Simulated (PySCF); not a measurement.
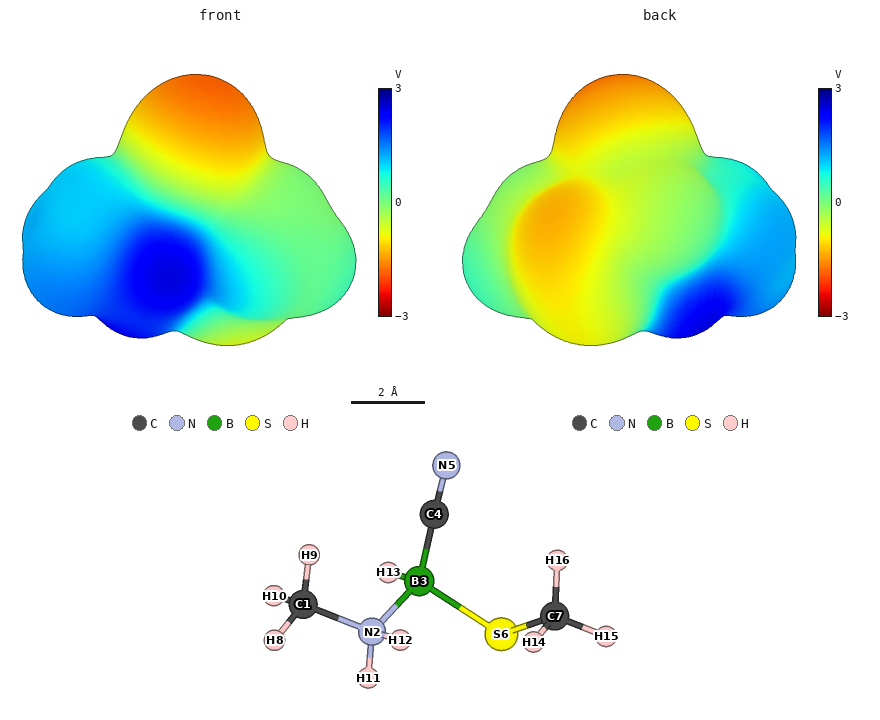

*C3H9BN2S. The molecular electrostatic potential painted on the density surface at 0.001 e/bohr³, seen from the front and from behind; the colour scale runs from red (negative) to blue (positive). The bare structure is drawn below in the same view.*

Geometry: GFN2-xTB.

Computed with PBE0/def2-SVPD, SCF density, gas phase (PySCF).

```yaml
atoms:
  - { symbol: C, position_ang: [-2.1344, -0.8129, 0.5498] }
  - { symbol: N, position_ang: [-0.7501, -0.8625, 0.0732] }
  - { symbol: B, position_ang: [-0.1932, 0.5288, -0.6172] }
  - { symbol: C, position_ang: [-0.1804, 1.5986, 0.4917] }
  - { symbol: N, position_ang: [-0.1478, 2.3801, 1.3336] }
  - { symbol: S, position_ang: [1.5645, 0.0795, -1.2200] }
  - { symbol: C, position_ang: [2.5754, 0.3051, 0.2839] }
  - { symbol: H, position_ang: [-2.4443, -1.7621, 0.9886] }
  - { symbol: H, position_ang: [-2.2259, -0.0234, 1.2942] }
  - { symbol: H, position_ang: [-2.7890, -0.5730, -0.2856] }
  - { symbol: H, position_ang: [-0.6317, -1.5867, -0.6352] }
  - { symbol: H, position_ang: [-0.1203, -1.0844, 0.8439] }
  - { symbol: H, position_ang: [-0.8844, 0.7802, -1.5428] }
  - { symbol: H, position_ang: [2.3748, -0.4883, 1.0015] }
  - { symbol: H, position_ang: [3.6132, 0.2550, -0.0283] }
  - { symbol: H, position_ang: [2.3660, 1.2749, 0.7247] }
```

**Where is the surface potential most negative and most positive?**

The most negative region (about −1.8 V, or −42 kcal/mol for a unit charge) lies over N5, the most positive (about +2.5 V, or +58 kcal/mol for a unit charge) over H11 and H12. N5 is the likeliest acceptor of a hydrogen bond.

**How polar is the molecule by this calculation?**

Its dipole moment is 6.67 D.
